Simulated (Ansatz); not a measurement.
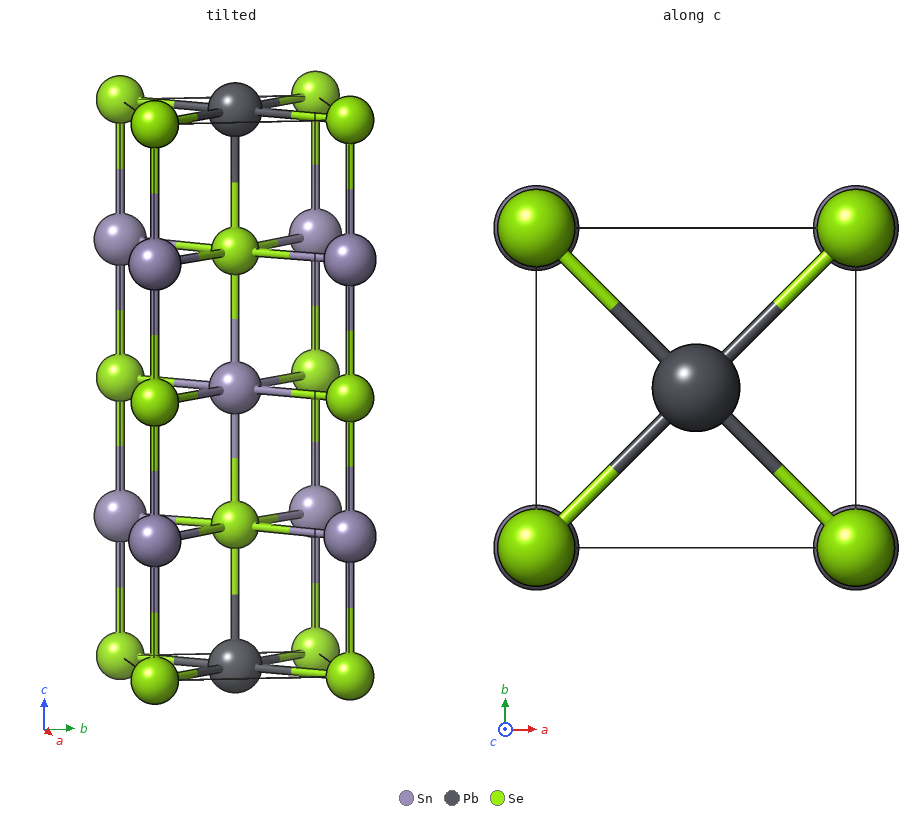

Crystal structure, ball-and-stick style, seen slightly off an axis and along the c axis. The conventional unit cell is drawn as a box.

Sn$_{3}$PbSe$_{4}$, space group P4/mmm (No. 123), a = 4.315 Å, b = 4.315 Å, c = 12.208 Å, α = 90.00°, β = 90.00°, γ = 90.00°. Provenance: a structure type filled with these elements by a generator (whether the compound takes this form wasn't checked). Earlier steps of the study, as a rule a relaxation of our own, may have changed the cell and positions, so they can lie some per cent off the listed ones. Ansatz was used for an electronic-structure calculation on it.

This one geometry was computed with Ansatz (DFT, plane waves, PAW) at three levels of theory: PBE, PBE with spin-orbit coupling and r2SCAN.

### How does the band gap change with the level of theory?

r2SCAN: a metal; PBE: a gap of 0.03 eV, direct; PBE with spin-orbit coupling: a gap of 0.06 eV, direct.

### Collect the results in a table.

| level | cutoff (eV) | k-mesh of the run's cell | gap (eV) | pressure (GPa) |
| --- | --- | --- | --- | --- |
| PBE | 420 | 8×8×4 | 0.03 | 0.0 |
| PBE with spin-orbit coupling | 420 | 8×8×4 | 0.06 | -0.1 |
| r2SCAN | 500 | 8×8×4 | metal | -1.0 |

Gaps are taken on the k-mesh or band path of each run.
